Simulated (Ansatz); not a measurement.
Input

```
crystal:
  periodic: [false, false, false]
  atoms:
    - {symbol: C, position_ang: [1.495646, 0.414128, 0.526062]}
    - {symbol: N, position_ang: [0.731441, -0.401547, -0.394912]}
    - {symbol: C, position_ang: [-0.478296, -0.451387, -0.412910]}
    - {symbol: C, position_ang: [-1.777532, -0.577700, -0.504380]}
    - {symbol: Cl, position_ang: [-2.711515, 0.452936, -1.526505]}
    - {symbol: H, position_ang: [2.097209, 1.114948, -0.055393]}
    - {symbol: H, position_ang: [2.184311, -0.233629, 1.070817]}
    - {symbol: H, position_ang: [0.868888, 0.965286, 1.232419]}
    - {symbol: H, position_ang: [-2.321653, -1.329133, 0.047703]}
basis:
  gaussian: {orbitals: def2-TZVPP}
hamiltonian: {xc: pbe0, dispersion: d4}
output: {orbitals: {seedname: orbitals}}
```

Run with:

```sh
ansatz run in.yaml --threads 2 --pin off --events-out ev --progress --plain --max-ram 4352MiB
```

Geometry: PBE0-D4/def2-TZVP.

Theory: RKS PBE0-D4/def2-TZVPP (Ansatz 0.2.0).

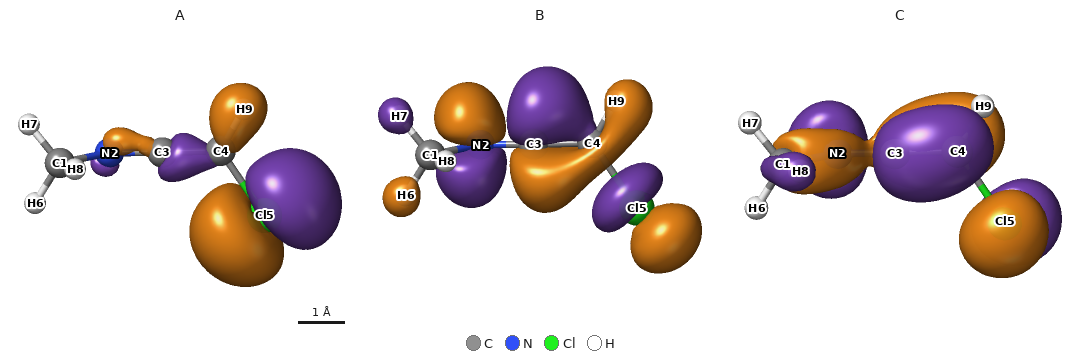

C3H4ClN (SMILES CN=C=CCl). Three frontier orbitals at ±0.1 Å⁻³ᐟ² (orange and purple are the two phases), in no order.

Question: Which picture is the HOMO−1, the HOMO and the LUMO?

Answer: A is the HOMO−1 (−8.93 eV). By Hirshfeld shares it lies mainly on Cl5 (about 85 %) and C4 (about 5 %); largely a lone pair of Cl5. C is the HOMO (−6.52 eV). It lies mainly on C4 (about 30 %), Cl5 (about 25 %), N2 (about 20 %) and C3 (about 15 %). B is the LUMO (−0.90 eV). It lies mainly on C3 (about 30 %), N2 (about 25 %), Cl5 (about 20 %) and C4 (about 15 %).

Question: What is the HOMO–LUMO gap?

Answer: 5.62 eV between the orbital energies.
